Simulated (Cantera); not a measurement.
A closed system holds: 1 mol SiH2Cl2, a varied amount of NH3, 1.1 mol H2, equilibrated at 748.15 K and 750 Torr.

Cantera equilibrium calculation (NASA polynomials, part measured and part estimated; ideal gas, pure solids and liquids). Candidate condensed phases: NH4Cl, Si, Si3N4; 28 gas species. The tables' values for SiCl3 are old estimates; treat these amounts as uncertain. The numbers say what is thermodynamically allowed, not how fast it happens.

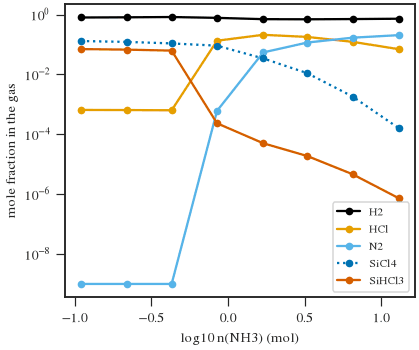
Equilibrium gas composition (values under 1e-9 drawn at 1e-9)

Question: Read off the mole fractions at 0.85 mol NH3.

Answer: H2 about 0.77, HCl about 0.13, SiCl4 about 0.091, N2 about 0.00061, SiHCl3 about 0.00023.
